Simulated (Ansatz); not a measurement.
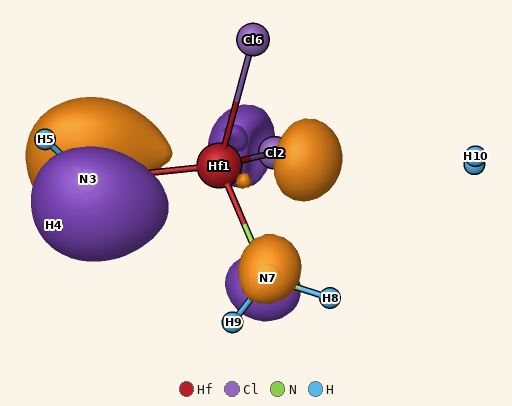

Figure. Cl2H4HfN2···H2. The HOMO−1 at ±0.15 Å⁻³ᐟ² (orange and purple are the two phases), seen at a tilt.

Core potentials replace the inner electrons of Hf.

Theory: Ansatz 0.2.0, RHF/def2-SVP.

```xyz
11

Hf    0.3536    0.0185    0.0019
Cl    0.5646   -0.1600    2.3920
N     2.1511   -0.0879   -0.9245
H     2.8284   -0.8247   -0.8139
H     2.5433    0.6157   -1.5285
Cl   -0.6519    2.0913   -0.6775
N    -0.6854   -1.5946   -0.6557
H    -1.5392   -1.9496   -0.2577
H    -0.4443   -2.1642   -1.4486
H    -3.3709    0.0378    1.2897
H    -3.0407   -0.1898    1.9201
```

### Where does this orbital lie, and at what energy?

By Hirshfeld shares it lies mainly on N3 (about 55 %), Cl2 (about 15 %), Hf1 (about 15 %) and N7 (about 10 %); largely a combination of lone pairs on N3, Cl2 and N7. Its energy is −11.49 eV.
